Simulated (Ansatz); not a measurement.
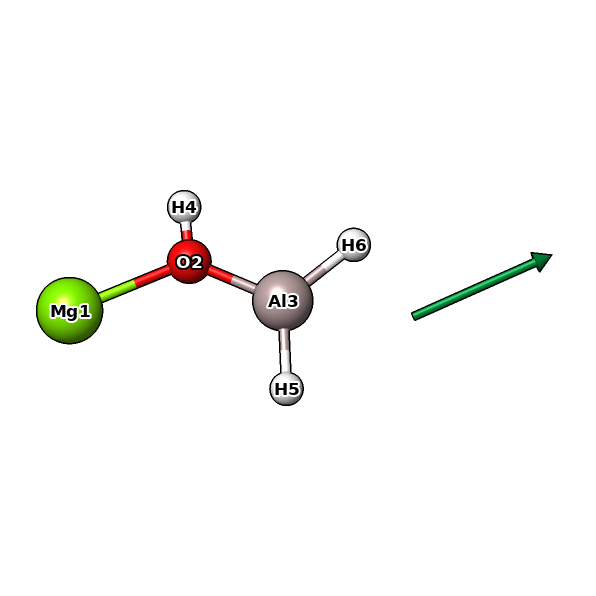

The arrow beside the molecule shows the direction of the dipole moment, from the negative to the positive end (its length means nothing). The computed structure is the end point of a PBE-D4/def2-SVP optimisation. No frequency run is at hand to confirm it as a minimum. Properties computed with RKS PBE-D4/def2-SVP (Ansatz 0.2.0).

Estimate the dipole moment.

4.02 D; it points from the side of Mg1 to the side of H6 (the outermost atoms at the two ends).
